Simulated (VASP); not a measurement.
Band structure of Co (space group P6_3/mmc). All values below come from PBE GGA, VASP's PBE PAW potentials (set 64) (plane waves; VASP).

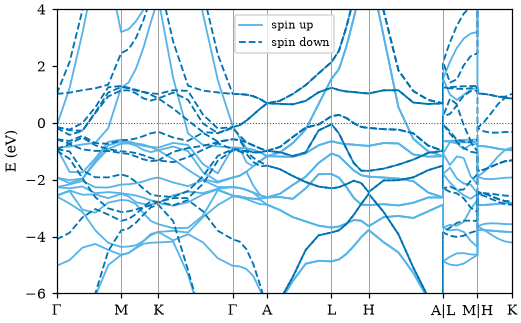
Figure: Bands along high-symmetry lines, zero at the valence-band maximum or, without a gap, the Fermi level

Read the plot: is there a gap, and where are the band edges?

It has no gap at this level: it comes out as a metal or semimetal.

The structure is a typed Co crystal (P6_3/mmc). The cell was not relaxed at this level.
